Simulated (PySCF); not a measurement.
# C6H10NPS: the cost of one run

Programs: PySCF 2.14.0, with routines of our own; each step states its level. All values are computed. Atoms count from 0.

### Step 1. The starting structure

19 atoms, charge 0, multiplicity 1; geometry from: GFN2-xTB.

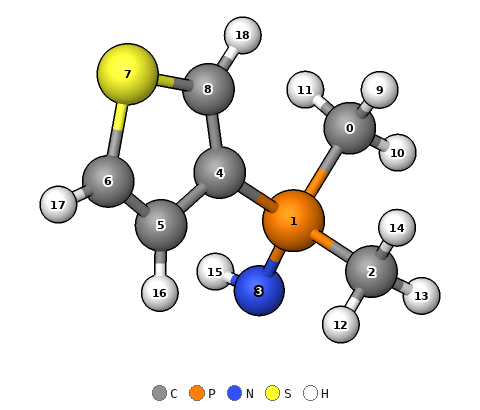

The starting geometry (carbon grey, phosphorus orange, nitrogen blue, sulfur yellow, hydrogen white).

### Step 2. Vibronic structure: TDDFT B3LYP/def2-SV(P)

Job settings and geometry (Å):

```
{"job": {"kind": "vib", "xc": "B3LYP", "basis": "def2-SV(P)", "tda": false}, "charge": 0, "multiplicity": 1}
C     -1.943979    -0.963845     0.750150
P     -0.782395    -0.202193    -0.470545
C     -1.297392     1.538023    -0.556145
N     -0.753963    -0.721938    -1.937102
C      0.795218    -0.143302     0.448215
C      1.960728     0.318882    -0.220801
C      3.066353     0.264840     0.557305
S      2.721902    -0.360692     2.124077
C      1.061985    -0.549379     1.718772
H     -1.988524    -0.405535     1.681139
H     -2.928624    -0.982109     0.283064
H     -1.634395    -1.989235     0.949974
H     -0.605579     2.059152    -1.214183
H     -2.291075     1.567236    -0.998431
H     -1.302337     2.001623     0.428076
H     -0.493833    -1.691002    -2.052696
H      1.944539     0.662087    -1.240649
H      4.071991     0.548647     0.317715
H      0.389578    -0.942010     2.454934
```

Method: TDDFT B3LYP/def2-SV(P) vertical-gradient vibronic structure (displaced harmonic oscillators, Condon), gas phase.

On the command line:

```sh
$ OMP_NUM_THREADS=1 python excited_run.py task.json out
```

This one command runs all jobs of the session in turn.

Q: Estimate the wall time and peak memory of this first job on 1 thread of Intel Xeon 6975P-C, shared host.

About 50 s, with a peak of 0.91 GiB.
